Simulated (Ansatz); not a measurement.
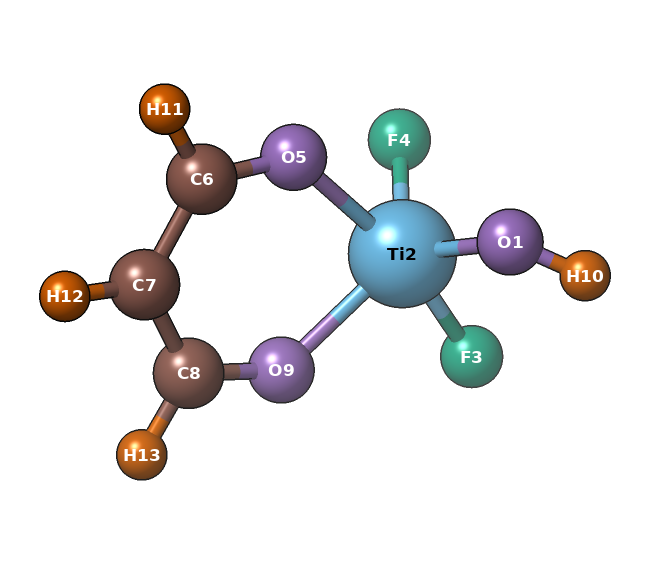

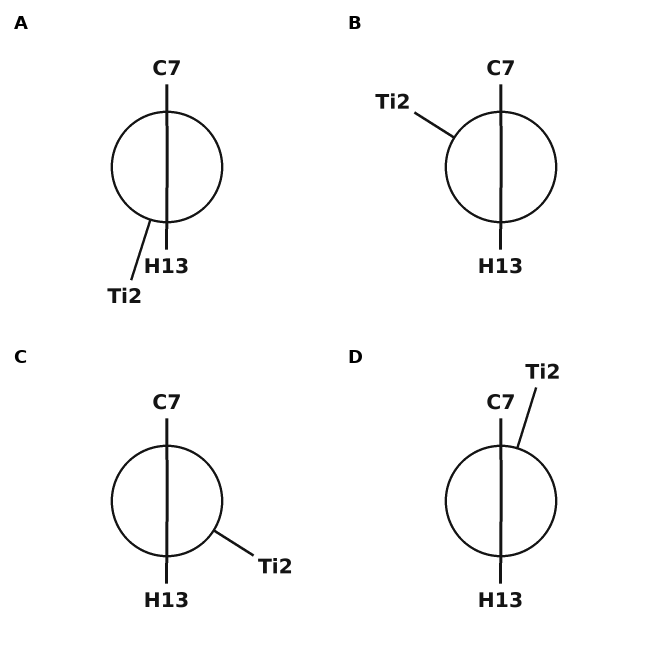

Distant atoms are faded towards the background colour. Bonds that would overlap in a projection are set slightly apart. The species is neutral and a spin singlet. Computed geometry: PBE0-D4/def2-TZVP optimisation.

Which Newman projection shows the view along C8–O9, with C8 in front?

Answer. D. The torsion angle C7–C8–O9–Ti2 is 2°, synperiplanar (eclipsed).
